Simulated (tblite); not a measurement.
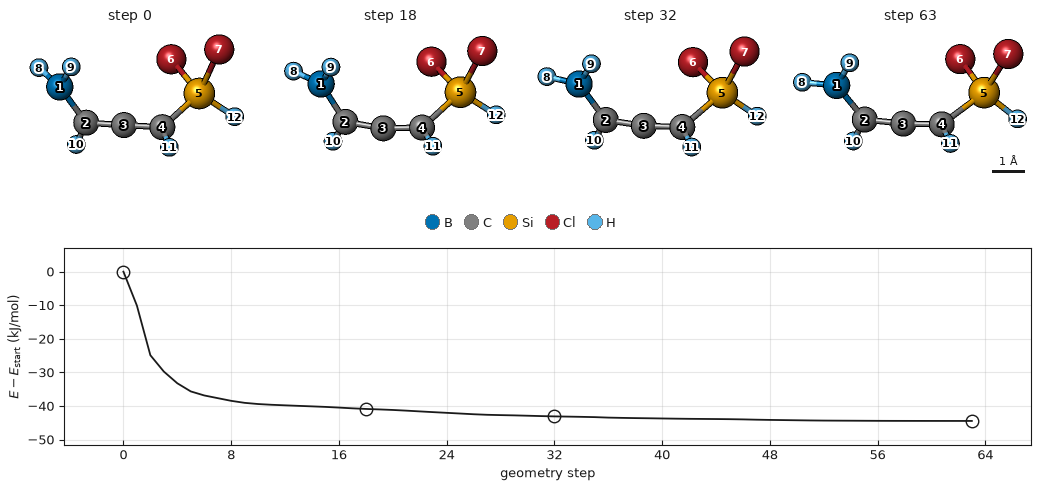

Frames of a relaxation of C3H5BCl2Si, marked on the history of the run. The picture is a ball-and-stick view, seen face on.

These are results of GFN2-xTB geometry optimisation, gas phase in tblite 0.8.0, not measurements. 

Question: What happens along the run?

Answer: After 63 geometry steps the energy has fallen by 44.4 kJ/mol. H8 moves most after the best rigid fit: 0.78 Å. By element the largest moves are H 0.78 Å, Cl 0.33 Å, Si 0.16 Å, B 0.13 Å, C 0.12 Å. Among the contacts that change: Si5–Cl7 2.114 → 2.021 Å, Si5–Cl6 2.088 → 2.016 Å, C4–Si5 1.849 → 1.884 Å, C2–C3 1.280 → 1.307 Å. Bond angles that change, for instance: Si5–C4–H11 126.7° → 117.0°, C3–C4–Si5 114.6° → 123.5°, H8–B1–H9 113.3° → 120.8°. Cost: 0.53 s on 1 thread of Arm Neoverse V1 (shared host). From step 0 to 18: H8 moves most (0.21 Å), energy −40.9 kJ/mol. From step 18 to 32: H8 moves most (0.31 Å), energy −2.22 kJ/mol. From step 32 to 63: Cl and H atoms move most (0.27 Å), energy −1.36 kJ/mol.
